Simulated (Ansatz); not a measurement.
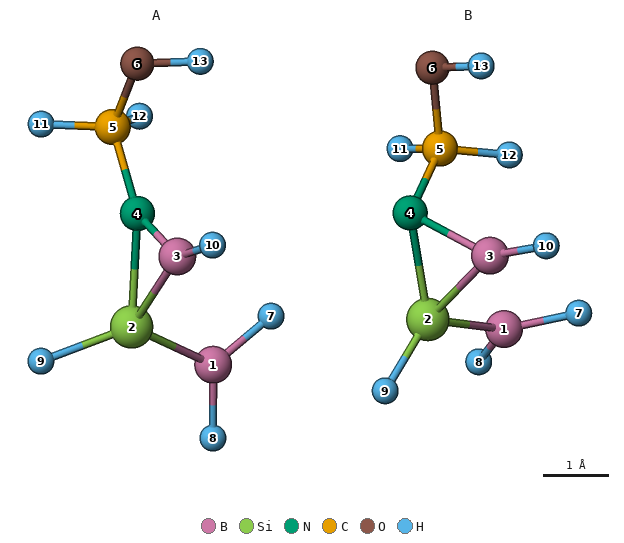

Two geometries of CH7B2NOSi (coarse preliminary run), drawn at one scale. One is the start of a relaxation, the other its converged end. The picture is a ball-and-stick view, seen from a free direction.

Method: RKS PBE-D4/def2-SVP (Ansatz). Set-up: force threshold 0.03 eV/Å; at most 200 steps.

Which geometry has the lower energy?

Answer. Structure A is the relaxed one. The start comes from a force field. H8 moves most after the best rigid fit: 1.47 Å. By element the largest moves are H 1.47 Å, N 0.71 Å, B 0.64 Å, O 0.56 Å, C 0.46 Å, Si 0.32 Å. Near-neighbour distances that change, for instance: B3–N4 1.579 → 1.364 Å, B1–H8 1.154 → 1.216 Å, Si2–H9 1.446 → 1.505 Å, B1–H7 1.191 → 1.218 Å. Bond angles that change, for instance: Si2–N4–C5 108.0° → 142.2°, B3–N4–C5 110.1° → 141.4°, B3–Si2–H9 105.9° → 117.4°. After 14 accepted moves (15 points after the start) the energy has fallen by 56.3 kcal/mol. The largest force component goes from 2.4 to 0.019 eV/Å. The line search rejected the trial step at point 11 of the run.
